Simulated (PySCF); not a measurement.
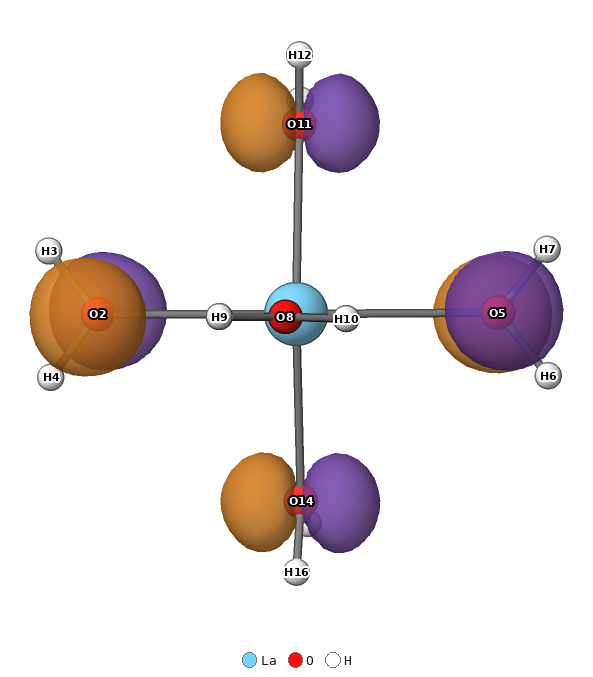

The picture shows: H10LaO5 (charge +3). The HOMO−1 at ±0.15 Å⁻³ᐟ² (orange and purple are the two phases), seen across its widest extent.

Core potentials replace the inner electrons of La.

Method: RKS PBE, La lcecp-1-SVP with ECP46, O def2-SVP, H def2-SVP; non-relativistic Hamiltonian with scalar-relativistic core potentials where named; density fitting (PySCF).

```yaml
atoms:
  - { symbol: La, position_ang: [0.0022, 0.0000, 0.0000] }
  - { symbol: O, position_ang: [-0.4679, -0.0454, 2.4449] }
  - { symbol: H, position_ang: [-0.5522, 0.7189, 3.0661] }
  - { symbol: H, position_ang: [-0.6389, -0.8263, 3.0268] }
  - { symbol: O, position_ang: [-0.4679, 0.0454, -2.4449] }
  - { symbol: H, position_ang: [-0.5522, -0.7189, -3.0661] }
  - { symbol: H, position_ang: [-0.6389, 0.8263, -3.0268] }
  - { symbol: O, position_ang: [2.4559, 0.0000, 0.0000] }
  - { symbol: H, position_ang: [3.0701, 0.0014, 0.7766] }
  - { symbol: H, position_ang: [3.0701, -0.0014, -0.7766] }
  - { symbol: O, position_ang: [-0.9164, 2.3032, 0.0409] }
  - { symbol: H, position_ang: [-0.4235, 3.1615, 0.0237] }
  - { symbol: H, position_ang: [-1.8638, 2.5866, 0.0817] }
  - { symbol: O, position_ang: [-0.9164, -2.3032, -0.0409] }
  - { symbol: H, position_ang: [-1.8638, -2.5866, -0.0817] }
  - { symbol: H, position_ang: [-0.4235, -3.1615, -0.0237] }
```

> Describe this orbital and give its energy.

By Hirshfeld shares it lies mainly on O2 (about 25 %), O5 (about 25 %), O11 (about 15 %) and O14 (about 15 %); largely a combination of lone pairs on O2, O5, O11 and O14. Its energy is −20.81 eV.
